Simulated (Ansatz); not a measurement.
Cl₃Ti (doublet)

Input file:

```
crystal:
  periodic: [false, false, false]
  atoms:
    - {symbol: Ti, position_ang: [-0.001496, 0.000550, -0.001725]}
    - {symbol: Cl, position_ang: [-1.909127, -1.053342, -0.212964]}
    - {symbol: Cl, position_ang: [1.590893, -0.301437, -1.473446]}
    - {symbol: Cl, position_ang: [0.319739, 1.354229, 1.688126]}
basis:
  gaussian: {orbitals: def2-TZVP, initial_orbitals: start.molden}
magnetization: {spin_polarized: true, initial_magnetization: 1}
hamiltonian: {xc: pbe0, dispersion: d4}
scf: {omitted_lower_state_checks: [starts]}
output: {orbitals: {seedname: orbitals}}
```

Run with:

```sh
ansatz run in.yaml --threads 4 --pin off --events-out ev --progress --plain --max-ram 3916MiB
```

Geometry: PBE-D4/def2-SVP.

All numbers below come from Ansatz 0.2.0, UKS PBE0-D4/def2-TZVP.

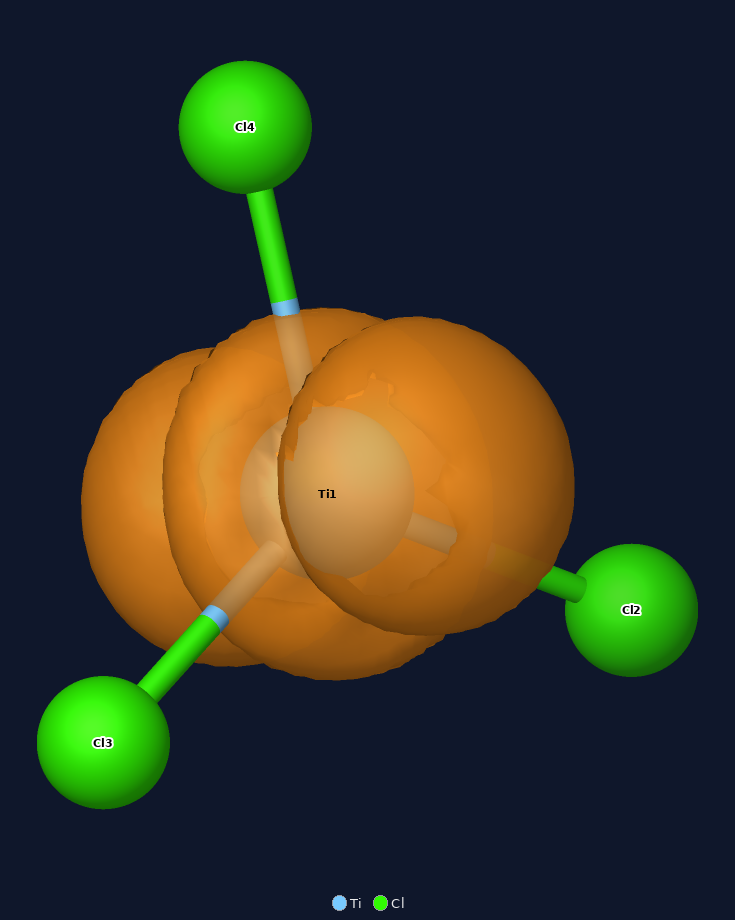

Figure 1. Isosurfaces of the spin density (α minus β) at +0.02 (orange) and −0.02 e/Å³ (purple), seen at a tilt.

Which atoms carry the spin?

Answer. The unpaired spin (1 electron) lies mostly on Ti1 (about 1.0), in electrons by Hirshfeld's partition.

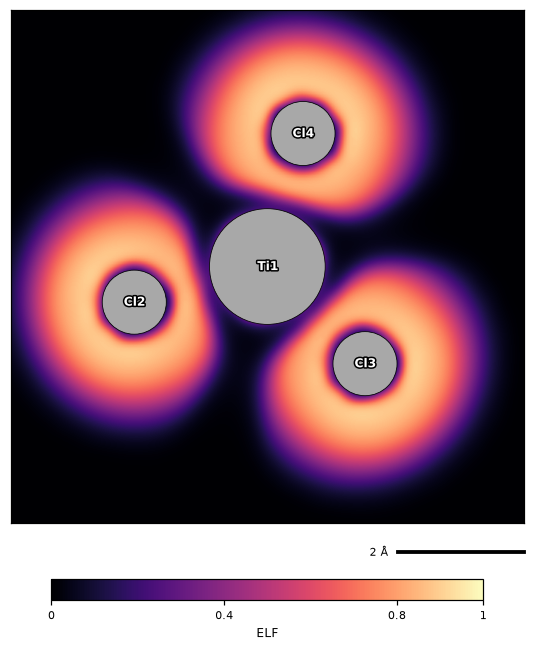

Figure 2. Electron localisation function on the molecular plane. Grey discs cover the atomic cores.

Read the bonding off the picture.

Answer. The section cuts through Ti and Cl sites.
Ti–Cl (2.19 Å): the ELF peaks at about 0.85 in the valence shell of Cl, 0.8 Å from its nucleus, and is about 0.45 at the midpoint.

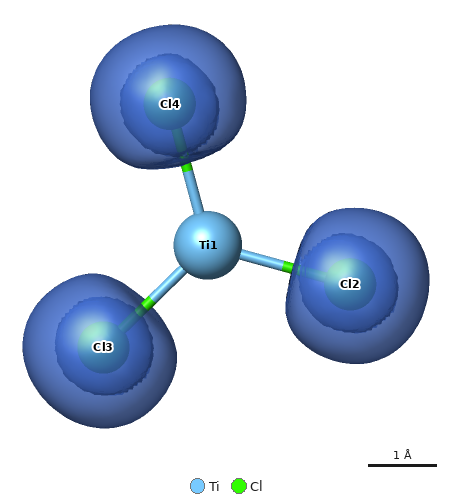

Figure 3. Isosurface of the electron localisation function at 0.8 (blue), seen at a tilt. Only the valence region is drawn (cores and ρ < 0.01 e/Å³ removed).

What do the ELF domains correspond to?

Answer. At this value the surface marks out three regions wrapped around Cl (the valence shell of each).
